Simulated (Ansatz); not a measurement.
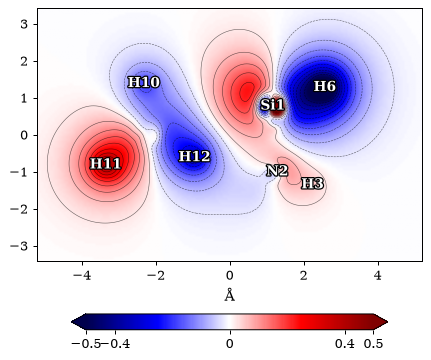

*H5NSi···SiH4. The HOMO−1 on the plane of atoms N2, Si1 and H6 (values in Å⁻³ᐟ²; the overall sign is arbitrary).*

Not at a stationary point (largest force 0.9 eV/Å).

Computed with Ansatz, RKS BLYP/def2-mTZVP.

```xyz
12

Si   -0.1077    0.2578    0.1703
N    -0.2850    0.4445    1.9450
H    -1.0611    1.0480    2.2268
H    -0.2685   -0.3819    2.5326
H     1.2804    0.5390   -0.2945
H    -1.0130    1.2882   -0.4201
H    -0.5092   -1.0788   -0.3652
Si    1.7377   -2.4565    1.1786
H     0.5472   -3.3476    1.1365
H     2.3069   -2.2933   -0.1855
H     2.7635   -3.0539    2.0804
H     1.3200   -1.1543    1.7176
```

What is the character of this orbital?

Its weight (Hirshfeld) is mainly on Si1 (about 30 %), H6 (about 25 %), Si8 (about 10 %), H11 (about 10 %), H7 (about 5 %) and H5 (about 5 %). Its energy is −7.93 eV.
